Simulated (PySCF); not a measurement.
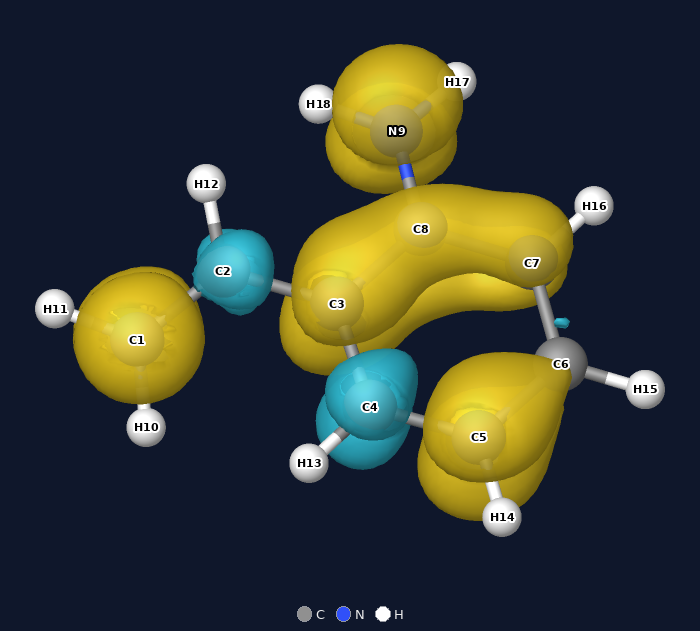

*C₈H₉N (SMILES C=Cc1ccccc1[NH2+]) (charge +1, doublet). Isosurfaces of the spin density (α minus β) at +0.015 (yellow) and −0.015 e/Å³ (cyan), seen at a tilt.*

Geometry: GFN2-xTB.

Theory: PySCF, UKS B3LYP, pcH-1 on C H N, non-relativistic, mean-field spin-orbit, GIAO.

```tsv
atom	x (Å)	y (Å)	z (Å)
C	2.8530	0.3272	-0.4123
C	1.8152	-0.3587	0.0970
C	0.4374	0.0552	0.0317
C	0.0842	1.3914	-0.1771
C	-1.2319	1.8004	-0.1894
C	-2.2727	0.8690	0.0043
C	-1.9799	-0.4485	0.2089
C	-0.6351	-0.9018	0.2172
N	-0.3971	-2.2022	0.3589
H	2.7321	1.2392	-0.9717
H	3.8603	-0.0383	-0.3089
H	2.0287	-1.2932	0.6005
H	0.8647	2.1255	-0.2948
H	-1.4714	2.8424	-0.3331
H	-3.2977	1.2044	-0.0119
H	-2.7673	-1.1720	0.3581
H	-1.1673	-2.8471	0.4703
H	0.5360	-2.5865	0.3405
```

**Which atoms carry the spin?**

The unpaired spin (1 electron) lies mostly on N9 (about 0.2), C5 (about 0.2), C1 (about 0.2), C3 (about 0.2) and C8 (about 0.1), in electrons by Hirshfeld's partition.
